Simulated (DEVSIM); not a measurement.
System: abrupt GaP p-n junction, at 300 K.

```tsv
layer (left to right)	material	thickness (μm)	Nd (cm⁻³)	Na (cm⁻³)	τn (s)	τp (s)
1	GaP	0.300	-	2.4e17	1.1e-7	1.1e-7
2	GaP	20.0	1.2e15	-	1.1e-7	3.3e-9
```

Left contact: ohmic. Right contact: ohmic. Voltage is applied to the left contact. Recombination: SRH at mid-gap, radiative, Auger. Mobility is constant in doping.

Constants are typed, rounded textbook-type inputs, not results; the design itself was drawn at random and stands for no fabricated device. Values at 300 K.

```
parameter         GaP
-------------  ------
gap (eV)         2.26
affinity (eV)     3.8
permittivity     11.1
Nc (cm⁻³)      1.8e19
Nv (cm⁻³)      1.9e19
μn (cm²/Vs)       250
μp (cm²/Vs)       150
B (cm³/s)       1e-13
Cn (cm⁶/s)      1e-30
Cp (cm⁶/s)      1e-30
```

Model (solved in DEVSIM): 1D drift-diffusion, Boltzmann statistics, complete ionisation; no tunnelling, impact ionisation, image-force lowering or self-heating.

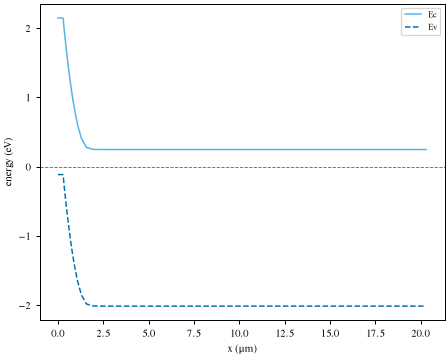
Figure. Band edges at zero bias

Energies count from the Fermi level of the right contact; mesh points crowd at the junctions.

| x (μm) | Ec (eV) | Ev (eV) | n (cm⁻³) | p (cm⁻³) | field (V/cm) |
|---|---|---|---|---|---|
| 0.000 | 2.147 | -0.113 | < 1e2 | 2.4e17 | ≈ 0 |
| 0.02444 | 2.147 | -0.113 | < 1e2 | 2.4e17 | ≈ 0 |
| 0.06631 | 2.147 | -0.113 | < 1e2 | 2.4e17 | ≈ 0 |
| 0.1470 | 2.147 | -0.113 | < 1e2 | 2.4e17 | ≈ 0 |
| 0.2444 | 2.147 | -0.113 | < 1e2 | 2.4e17 | -61 |
| 0.2832 | 2.142 | -0.118 | < 1e2 | 1.9e17 | -6600 |
| 0.3043 | 2.097 | -0.163 | < 1e2 | 3.5e16 | -32000 |
| 0.3482 | 1.977 | -0.283 | < 1e2 | 3.3e14 | -26000 |
| 0.4263 | 1.781 | -0.479 | < 1e2 | 1.7e11 | -24000 |
| 0.5889 | 1.412 | -0.848 | < 1e2 | 110000 | -21000 |
| 0.9013 | 0.849 | -1.411 | 100000 | < 1e2 | -15000 |
| 1.938 | 0.250 | -2.010 | 1.1e15 | < 1e2 | -150 |
| 3.597 | 0.249 | -2.011 | 1.2e15 | < 1e2 | ≈ 0 |
| 7.187 | 0.249 | -2.011 | 1.2e15 | < 1e2 | ≈ 0 |
| 14.66 | 0.249 | -2.011 | 1.2e15 | < 1e2 | ≈ 0 |
| 17.49 | 0.249 | -2.011 | 1.2e15 | < 1e2 | ≈ 0 |
| 18.96 | 0.249 | -2.011 | 1.2e15 | < 1e2 | ≈ 0 |
| 19.67 | 0.249 | -2.011 | 1.2e15 | < 1e2 | ≈ 0 |
| 20.07 | 0.249 | -2.011 | 1.2e15 | < 1e2 | ≈ 0 |
| 20.20 | 0.249 | -2.011 | 1.2e15 | < 1e2 | ≈ 0 |
| 20.26 | 0.249 | -2.011 | 1.2e15 | < 1e2 | ≈ 0 |
| 20.30 | 0.249 | -2.011 | 1.2e15 | < 1e2 | ≈ 0 |
